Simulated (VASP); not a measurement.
# Mo: the relaxed cell at several levels, part 2 of 2

Which functional gives the lattice of Mo as experiment finds it, and is a dearer one worth its cost? The start is a cell from a database of measured crystal structures.

VASP 6.6.1, plane waves and PAW; the level of theory is named at each step.

Still holding for the runs below: The k-mesh is coarse for a metal.

So far, final volume (Å³): step 2 (relaxation, level PBE) 15.8; step 3 (relaxation, level LDA) 15.1.

### 4. Relaxation with r2SCAN

This step: r2SCAN; plane waves and PAW (Mo_sv) (VASP 6.6.1).

r2SCAN adds the kinetic-energy density, costs more than a GGA and is run with LASPH.

INCAR reads:

```
SYSTEM = Mo
PREC = Accurate
ENCUT = 520
EDIFF = 1E-06
NELM = 100
ISMEAR = -1
SIGMA = 0.05
LREAL = .FALSE.
ALGO = Normal
METAGGA = R2SCAN
LASPH = .TRUE.
NBANDS = 13
LORBIT = 11
LWAVE = .FALSE.
LCHARG = .FALSE.
KPAR = 2
IBRION = 2
NSW = 60
ISIF = 3
EDIFFG = -0.01
```

POSCAR reads:

```
Mo
1.0
   -1.5734150000      1.5734150000      1.5734150000
    1.5734150000     -1.5734150000      1.5734150000
    1.5734150000      1.5734150000     -1.5734150000
Mo
1
Direct
    0.0000000000      0.0000000000      0.0000000000
```

KPOINTS reads:

```
Automatic mesh
0
Gamma
10 10 10
0 0 0
```

PAW data sets: Mo_sv (PBE family, release 64).

On the command line:

```
$ mpirun -np 2 vasp_std
```

The log of the run:

```text
[banner, memory and clock lines left out]
running    2 mpi-ranks, on    1 nodes
[...]
[... a notice as in an earlier step ...]

 LDA part: xc-table for (None), standard interpolation
 POSCAR, INCAR and KPOINTS ok, starting setup
[...]
entering main loop
       N       E                     dE             d eps       ncg     rms          rms(c)
DAV:   1     0.757247350102E+02    0.75725E+02   -0.82858E+03  1222   0.113E+03
DAV:   2    -0.311884975288E+02   -0.10691E+03   -0.10273E+03  1422   0.321E+02
DAV:   3    -0.323891802517E+02   -0.12007E+01   -0.11983E+01  1377   0.344E+01
DAV:   4    -0.323919810561E+02   -0.28008E-02   -0.28008E-02  1372   0.202E+00
[...]
DAV:  10    -0.260598798671E+02   -0.14491E-03   -0.24993E-04  1357   0.185E-01    0.547E-02
DAV:  11    -0.260598524941E+02    0.27373E-04   -0.29976E-05  1242   0.653E-02    0.813E-03
DAV:  12    -0.260598525268E+02   -0.32660E-07   -0.19756E-07   791   0.528E-03
   1 F= -.26059853E+02 E0= -.26055215E+02  d E =-.260599E+02
[...]
DAV:   6    -0.260560171807E+02   -0.33407E-05   -0.19844E-06  1114   0.146E-02    0.716E-04
DAV:   7    -0.260560172444E+02   -0.63633E-07   -0.33160E-08   611   0.204E-03
   2 F= -.26056017E+02 E0= -.26051137E+02  d E =0.383528E-02
 trial-energy change:    0.003835  1 .order    0.003777   -0.004581    0.012136
 step:   0.2699(harm=  0.2741)  dis= 0.00000  next Energy=   -26.060470 (dE=-0.617E-03)
[...]
N       E                     dE             d eps       ncg     rms          rms(c)
DAV:   1    -0.261194848749E+02   -0.63468E-01   -0.12623E+00  1237   0.151E+01    0.264E+00
DAV:   2    -0.260636034133E+02    0.55881E-01   -0.78673E-02  1222   0.366E+00    0.453E-01
DAV:   3    -0.260598855944E+02    0.37178E-02   -0.11944E-02  1272   0.135E+00    0.383E-01
DAV:   4    -0.260604497428E+02   -0.56415E-03   -0.22943E-04  1312   0.171E-01    0.346E-02
DAV:   5    -0.260604655882E+02   -0.15845E-04   -0.11954E-05  1342   0.421E-02    0.943E-03
DAV:   6    -0.260604637861E+02    0.18021E-05   -0.95402E-07   942   0.108E-02    0.154E-03
DAV:   7    -0.260604640378E+02   -0.25170E-06   -0.38106E-08   611   0.246E-03
   3 F= -.26060464E+02 E0= -.26055726E+02  d E =-.611511E-03
[...]
reached required accuracy - stopping structural energy minimisation
```

Wall time 29 s (2 MPI ranks of AMD EPYC 9R45, shared host); peak memory 0.23 GiB.

OUTCAR, selected parts (step 4):

```text
  Total       -0.0000440     -0.0000440     -0.0000440      0.0000000      0.0000000     -0.0000000
  in kB       -0.0044901     -0.0044901     -0.0044901      0.0000000      0.0000000     -0.0000000
  external PRESSURE =      -0.0044901 kB  Pullay stress =       0.0000000 kB

 POSITION                                       TOTAL-FORCE (eV/Angst)
 -----------------------------------------------------------------------------------
      0.00000     -0.00000      0.00000        -0.000000      0.000000      0.000000
 -----------------------------------------------------------------------------------
    total drift:                                0.000000     -0.000000      0.000000

  FREE ENERGIE OF THE ION-ELECTRON SYSTEM (eV)
  ---------------------------------------------------
  free  energy   TOTEN  =       -26.0604640378 eV

  energy  without entropy=      -26.0509883166  energy(sigma->0) =      -26.05572618

[... 2 parts as in an earlier step ...]

[... 2 further parts left out ...]
[key lines of the parts left out:]
E-fermi :  12.6183
```

The PAW data sets were made with PBE, which is usual practice but a small mismatch for other functionals.

Relaxation path:

| step | energy less that of the first step (eV) | largest force (eV/Å) | pressure (GPa) | volume (Å³) |
| --- | --- | --- | --- | --- |
| 1 | 0.0000 | 0.0000 | 1.83 | 15.58 |
| 2 | 0.0038 | 0.0000 | -4.72 | 15.99 |
| 3 | -0.0006 | 0.0000 | 0.00 | 15.69 |

| conventional cell, symmetrised | before | after | change |
| --- | --- | --- | --- |
| a (Å) | 3.147 | 3.154 | +0.2 % |
| b (Å) | 3.147 | 3.154 | +0.2 % |
| c (Å) | 3.147 | 3.154 | +0.2 % |
| volume (Å³/atom) | 15.58 | 15.69 | +0.7 % |

Final coordinates:

```
Mo
1.0
    -1.57706    1.57706    1.57706
     1.57706   -1.57706    1.57706
     1.57706    1.57706   -1.57706
Mo
1
Direct
  0.00000 0.00000 0.00000
```

It ends at 15.69 Å³/atom, +0.7 % from the start, with 0.00 GPa left. The conventional cell has a = 3.154 Å.

### 5. Relaxation with PBE + D3(BJ)

This step: PBE with D3(BJ); plane waves and PAW (Mo_sv) (VASP 6.6.1).

A dispersion term adds the long-range attraction that semilocal functionals lack. D3 with Becke-Johnson damping keeps a finite attraction at short range.

INCAR, as its differences from that of step 4:

```diff
@@ -9,5 +9,6 @@
 ALGO = Normal
-METAGGA = R2SCAN
+GGA = PE
+IVDW = 12
+NBANDS = 13
 LASPH = .TRUE.
-NBANDS = 13
 LORBIT = 11
```

POSCAR is that of step 4.

KPOINTS is that of step 4.

On the command line:

```
$ mpirun -np 2 vasp_std
```

The log of the run:

```text
[... set-up lines as in an earlier step ...]
 entering main loop
       N       E                     dE             d eps       ncg     rms          rms(c)
[... 11 cycles as in an earlier step ...]
   1 F= -.11636654E+02 E0= -.11632511E+02  d E =-.116367E+02
[...]
N       E                     dE             d eps       ncg     rms          rms(c)
DAV:   1    -0.114376650296E+02   -0.51727E+00   -0.12164E+01  1237   0.460E+01    0.100E+01
DAV:   2    -0.108934889764E+02    0.54418E+00   -0.77222E-01  1227   0.114E+01    0.146E+00
DAV:   3    -0.108499186812E+02    0.43570E-01   -0.12144E-01  1277   0.434E+00    0.161E+00
DAV:   4    -0.108537110778E+02   -0.37924E-02   -0.32844E-03  1293   0.653E-01    0.260E-01
DAV:   5    -0.108538903381E+02   -0.17926E-03   -0.15525E-04  1337   0.139E-01    0.249E-02
DAV:   6    -0.108538841981E+02    0.61400E-05   -0.28135E-06  1262   0.203E-02    0.122E-03
DAV:   7    -0.108538841999E+02   -0.17569E-08   -0.22764E-08   641   0.205E-03
   2 F= -.11615163E+02 E0= -.11611672E+02  d E =0.214907E-01
 trial-energy change:    0.021491  1 .order    0.022315   -0.022998    0.067628
 step:   0.2644(harm=  0.2538)  dis= 0.00000  next Energy=   -11.639709 (dE=-0.306E-02)
[...]
N       E                     dE             d eps       ncg     rms          rms(c)
DAV:   1    -0.112298904786E+02   -0.37601E+00   -0.68000E+00  1237   0.349E+01    0.587E+00
DAV:   2    -0.109305431514E+02    0.29935E+00   -0.48314E-01  1227   0.858E+00    0.121E+00
DAV:   3    -0.109097560386E+02    0.20787E-01   -0.69349E-02  1272   0.324E+00    0.781E-01
DAV:   4    -0.109119454801E+02   -0.21894E-02   -0.15208E-03  1262   0.418E-01    0.465E-02
DAV:   5    -0.109119487422E+02   -0.32621E-05   -0.11064E-04  1342   0.130E-01    0.840E-03
DAV:   6    -0.109119507800E+02   -0.20378E-05   -0.14348E-06  1144   0.146E-02    0.115E-03
DAV:   7    -0.109119510593E+02   -0.27929E-06   -0.26778E-08   626   0.189E-03
   3 F= -.11639773E+02 E0= -.11635876E+02  d E =-.311947E-02
[...]
reached required accuracy - stopping structural energy minimisation
```

Run time: 6.6 s. Hardware: 2 MPI ranks; peak memory 0.24 GiB.

Parts of OUTCAR (step 5):

```text
 Edisp (eV)   -0.76128

 Edisp (eV)   -0.72782

  Total      -0.00651    -0.00651    -0.00651     0.00000     0.00000     0.00000
  in kB      -0.67963    -0.67963    -0.67963     0.00000     0.00000     0.00000
  external pressure =       -0.68 kB  Pullay stress =        0.00 kB

 POSITION                                       TOTAL-FORCE (eV/Angst)
 -----------------------------------------------------------------------------------
     -0.00000      0.00000      0.00000         0.000000     -0.000000      0.000000
 -----------------------------------------------------------------------------------
    total drift:                                0.000000     -0.000000      0.000000

  FREE ENERGIE OF THE ION-ELECTRON SYSTEM (eV)
  ---------------------------------------------------
  free  energy   TOTEN  =       -11.6397733339 eV

  energy  without entropy=      -11.6319794539  energy(sigma->0) =      -11.63587639

[... 2 parts as in an earlier step ...]

[... 2 further parts left out ...]
[key lines of the parts left out:]
E-fermi :  13.0146
```

Dispersion corrections of this kind ignore metallic screening and tend to overbind metals.

Relaxation path:

| step | energy less that of the first step (eV) | largest force (eV/Å) | pressure (GPa) | volume (Å³) |
| --- | --- | --- | --- | --- |
| 1 | 0.0000 | 0.0000 | -4.10 | 15.58 |
| 2 | 0.0215 | 0.0000 | 12.78 | 14.70 |
| 3 | -0.0031 | 0.0000 | -0.07 | 15.34 |

| conventional cell, symmetrised | before | after | change |
| --- | --- | --- | --- |
| a (Å) | 3.147 | 3.131 | -0.5 % |
| b (Å) | 3.147 | 3.131 | -0.5 % |
| c (Å) | 3.147 | 3.131 | -0.5 % |
| volume (Å³/atom) | 15.58 | 15.34 | -1.5 % |

Final coordinates:

```
Mo
1.0
    -1.56542    1.56542    1.56542
     1.56542   -1.56542    1.56542
     1.56542    1.56542   -1.56542
Mo
1
Cartesian
  0.0000 0.0000 0.0000
```

It ends at 15.34 Å³/atom, -1.5 % from the start, with -0.07 GPa left. The conventional cell has a = 3.131 Å. Against plain PBE, the dispersion term moves a by -1.0 %.

### 6. The cells as a table

This step: relaxed cells at several levels; plane waves and PAW (VASP 6.6.1).

Derived from the runs above.

Lengths are those of the conventional cell; cost is the wall time of each run, as given at its step, times its ranks, without the set-up around it. Results by level, by row:

| level | volume (Å³/atom) | change from the start (%) | a (Å) | cost (core minutes) |
| --- | --- | --- | --- | --- |
| PBE | 15.8 | 1.4 | 3.162 | 0.22 |
| LDA | 15.1 | -3.1 | 3.114 | 0.22 |
| r2SCAN | 15.69 | 0.7 | 3.154 | 0.967 |
| PBE + D3(BJ) | 15.34 | -1.5 | 3.131 | 0.22 |

### 7. Summary of results

| Quantity | Value |
| --- | --- |
| volume, PBE | 15.80 Å³/atom |
| volume, LDA | 15.10 Å³/atom |
| volume, r2SCAN | 15.69 Å³/atom |
| volume, PBE + D3(BJ) | 15.34 Å³/atom |

For Mo the levels give volumes between 15.10 Å³/atom (LDA) and 15.80 Å³/atom (PBE), a spread of 4.7 %, while the cost of the finished runs spans a factor of 4.4. Within 1 % of experiment on every length: PBE, r2SCAN and PBE + D3(BJ). The nearest, r2SCAN, took 4.4 times the core time of PBE and lowers the largest miss from 0.46 to 0.23 %. Thermal and zero-point expansion, often some tenths of a per cent in length, bear on this order: with the measured lengths lowered by an assumed 0.4 % the nearest becomes PBE + D3(BJ). The costs hold the number of ionic steps as well as the price of the functional. Adding D3(BJ) to PBE changes the volume by -2.9 % (a by -1.0 %). Pairwise corrections of the D and TS kind ignore the screening in a metal, so they may overbind here. Within 0.02 Å all end in space group Im-3m; the runs can't lower the symmetry of the start. The k-sampling is coarse for a metal, so the Fermi level, pressures and the shape of the cell carry errors. Each is a single relaxation on the plane waves of the start cell, so larger changes of volume carry a basis-set error that was not tested here.

Calculation against experiment:

| quantity | measured | PBE | LDA | r2SCAN | PBE + D3(BJ) |
| --- | --- | --- | --- | --- | --- |
| lattice constant a (Å) | 3.147 | 3.162 (+0.5 %) | 3.114 (-1.0 %) | 3.154 (+0.2 %) | 3.131 (-0.5 %) |

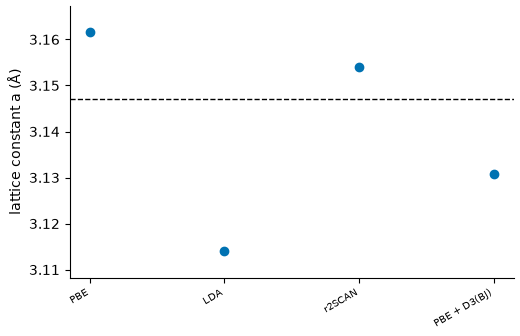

The lattice constant a by level; the dashed line is the measured value.

Measured values from pmc:10052566 (2023).

Verdict: For the lattice constant a, of the levels listed nearest comes r2SCAN (+0.2 %, good agreement) and farthest LDA (-1.0 %, fair agreement). The grades are ours: good and fair within 0.7 and 1.5 % for the lattice constant a. Zero-point motion and thermal expansion are not in the computed lattice constants.

[Lines on the potential files, build, host, timing and source positions are cut from VASP's logs without a mark.]

[Logs are printed without paths, hosts, clocks, repeated set-up lines and the standing remarks that a program may print on its own settings, such as how far it seeks lower states.]

[Hosts, paths, dates, database ids (printed as entryN), source tags and the programs' standing remarks are cut or masked in the printed files.]

[A measured line is paired with the nearest computed mode of its activity, which favours agreement.]
